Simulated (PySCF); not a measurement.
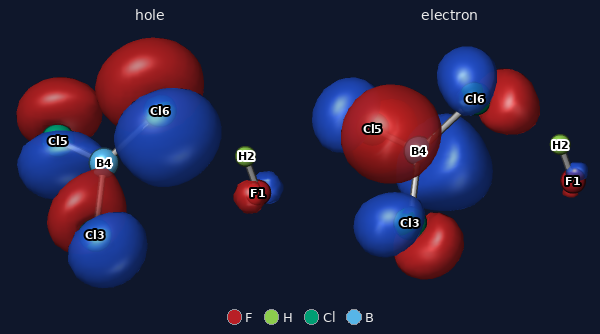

BCl3FH, SMILES `F.ClB(Cl)Cl`. Leading natural transition orbital pair of S₃ (TDA singlet states); the surfaces enclose about 85 % of each orbital's density.

Method: B3LYP/def2-SVP; geometry: an unrelaxed start of a pair search; program: PySCF. Without diffuse functions Rydberg states are missing, so the states' numbers hold for this basis only.

Coordinates in Å:

```
F1      -2.6385    0.0463   -1.2057
H2      -2.4563   -0.4044   -0.3994
Cl3      0.5591    1.7242    0.1499
B4       0.4761    0.0119    0.1886
Cl5      1.6556   -0.9580   -0.5998
Cl6     -0.8134   -0.7705    1.0561
```

**Where does the state lie, and where do hole and electron sit?**

6.81 eV (182 nm), f = 0.000 (very weak); the leading pair carries 100 %; hole on Cl6 (56 %), Cl5 (20 %) and Cl3 (16 %), electron on B4 (49 %), Cl3 and Cl5 (17 % each) and Cl6 (15 %); their centroids lie 0.8 Å apart. In canonical orbitals it is mainly HOMO−4 → LUMO (98 %). The HOMO–LUMO gap is 7.13 eV.

Cost of the run: 86 s on 1 thread of Intel(R) Xeon(R) Processor @ 2.70GHz, with other jobs on the host, peak memory 0.5 GiB.
